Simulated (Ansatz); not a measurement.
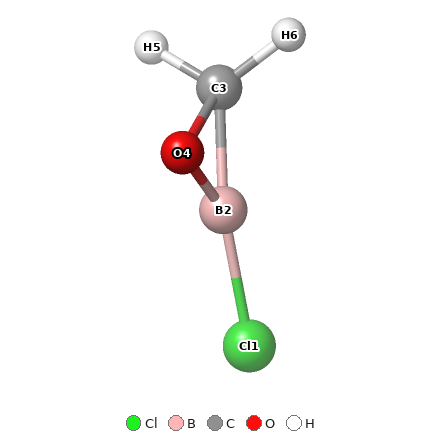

The system is CH₂BClO (SMILES ClB1CO1) with the probe H2; the picture shows it without the atoms that are moved over the map. 
- The probe is moved over a plane parallel to the molecule's main plane, 3.01 Å above it.
- First axis: x of the probe's H atom. Second axis: y of the probe's H atom.
- Nothing is relaxed (molecule and probe rigid, the probe upright with H nearest the plane).
- Grid: 11 × 11 points.
- Points are written as (first, second).
- Energies are in meV, from molecule and probe far apart, each relaxed in its own basis (no counterpoise correction).
- Computed with RKS BHLYP-D4/def2-SVPD in Ansatz.

Range: x of the probe's H atom from −2.95 to 2.95 Å; y of the probe's H atom from −2.95 to 2.95 Å.

### What landscape does the calculation give?

The lowest grid point is at (−1.18 Å, 1.18 Å), −32.3 meV from molecule and probe far apart, each relaxed in its own basis (no counterpoise correction). There is a further well near (0.59 Å, −1.18 Å) (10.9 meV above the lowest at that grid point). The highest grid point, (−1.77 Å, −1.18 Å), lies 27.9 meV above the lowest. On the interpolated surface the easiest way out of the lowest well to the well at about (0.62 Å, −1.37 Å) passes a barrier of about 12 meV. Near the minimum the curvatures are about 0.013 and 0.019 eV/Å² along the soft and the stiff direction.

```tsv
y of the probe's H atom ↓, x of the probe's H atom →	−2.95	−2.36	−1.77	−1.18	−0.59	0.00	0.59	1.18	1.77	2.36	2.95
2.95	−8.0	−10.5	−13.1	−14.9	−15.2	−14.1	−12.7	−11.6	−10.7	−9.4	−7.9
2.36	−10.5	−14.8	−19.2	−22.2	−22.2	−20.3	−18.1	−16.5	−15.3	−13.7	−11.4
1.77	−13.2	−19.1	−25.3	−29.0	−28.7	−26.1	−23.4	−21.3	−19.7	−18.0	−15.4
1.18	−15.4	−22.1	−28.7	−32.3	−31.2	−28.1	−25.3	−23.0	−21.5	−20.3	−18.1
0.59	−16.4	−21.8	−26.8	−29.6	−28.4	−25.4	−22.8	−21.0	−20.4	−20.2	−19.0
0.00	−15.1	−16.5	−17.8	−20.9	−22.5	−21.5	−19.6	−18.5	−19.0	−19.6	−18.9
−0.59	−12.5	−9.4	−6.9	−11.3	−17.7	−20.1	−19.6	−19.2	−19.7	−19.8	−18.8
−1.18	−11.7	−8.3	−4.4	−8.5	−16.6	−20.8	−21.4	−21.2	−21.0	−20.1	−18.1
−1.77	−11.8	−10.4	−8.7	−12.2	−17.4	−19.9	−20.5	−20.4	−19.8	−18.3	−15.9
−2.36	−10.3	−11.2	−11.8	−13.8	−15.7	−16.1	−16.0	−16.0	−15.5	−14.2	−12.1
−2.95	−7.6	−9.0	−10.1	−11.2	−11.6	−11.4	−11.1	−10.9	−10.6	−9.8	−8.4
```

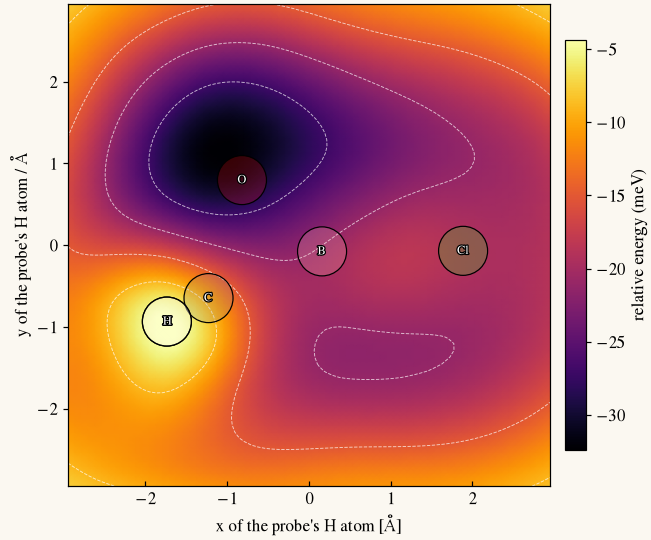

In the figure: a smooth colour map with a few white contour lines, labelled circles for the molecule's atoms, projected on the plane. Between grid points the surface is interpolated.

Each point was launched as `ansatz run input.yaml --threads 1 --pin off --max-ram 2560MiB --backend cpu --events-out ev --progress --plain --runs-dir out`. Time for the 121 points that were run: 10 min on 1 thread of Arm Neoverse V2 (shared host).
